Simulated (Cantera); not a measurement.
Charge: 1 mol Ta₂O₅, 0.51 mol C, 1.7 mol H₂, 2.9 mol CO, at 1348.15 K.

Equilibrium computed with Cantera from the NASA thermochemical tables; the gas is ideal and each condensed phase is pure. Candidate condensed phases: C, C₆H₆, C₇H₈, C₈H₁₈, H₂O, Ta, TaC, Ta₂O₅; 113 gas species. Mutual solubility and eutectic melting of coexisting phases are not modelled. TaC: taken at fixed stoichiometry. Condensed phases not in the tables: Ta₂C. Rates play no part.

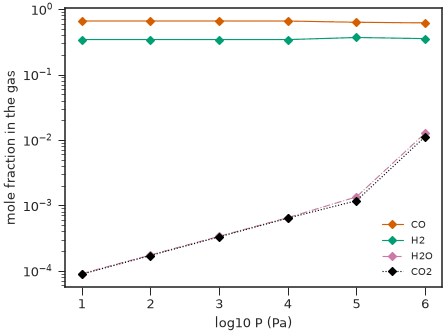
*Equilibrium gas composition (values under 1e-9 drawn at 1e-9)*

Problem. Read off the mole fractions at 1000000 Pa.

Solution. CO about 0.61, H₂ about 0.35, H₂O about 0.013, CO₂ about 0.011.
